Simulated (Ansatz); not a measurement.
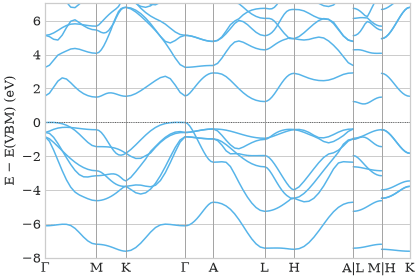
Figure: Band structure from LDA in the plane-wave PAW code Ansatz

The gap is 1.02 eV; an edge lies off the plotted path or next to a special point (maximum on the K–Γ line, 86 % of the way from K, minimum off the standard path).

The material is SnS₂ (CdI2 type, P-3m1).

Symmetry was held in the LDA relaxation. A crystal of weakly bound layers computed without a dispersion correction: the cell and the soft elastic constants depend strongly on that. Scalar-relativistic: spin–orbit coupling is off unless named, which matters more the heavier the elements.

Potentials: the later of the program's two PAW sets.
